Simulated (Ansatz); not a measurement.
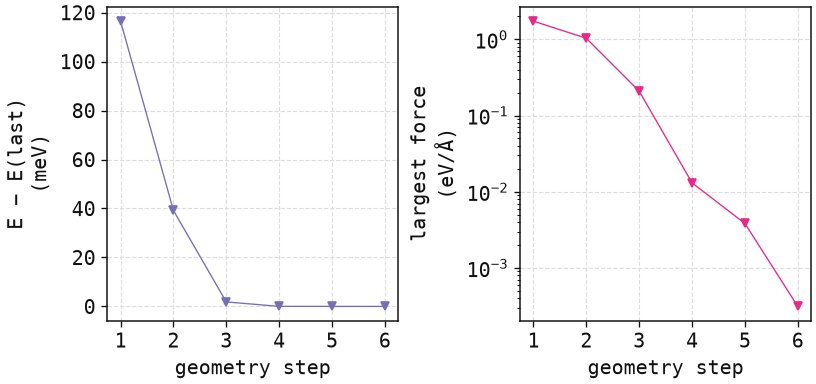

History of a geometry optimisation.

System: NF3 (SMILES FN(F)F).
Method: PBE0/def2-SVP, Gaussian basis (Ansatz development build ahead of 0.2.0).

### How did the optimisation end?

The optimisation met its thresholds at geometry 6, counting the start as the first. The energy fell by about 120 meV from the first step to the last. The largest force goes from about 1.7 eV/Å at the start to 3 × 10⁻⁴ eV/Å at the end.
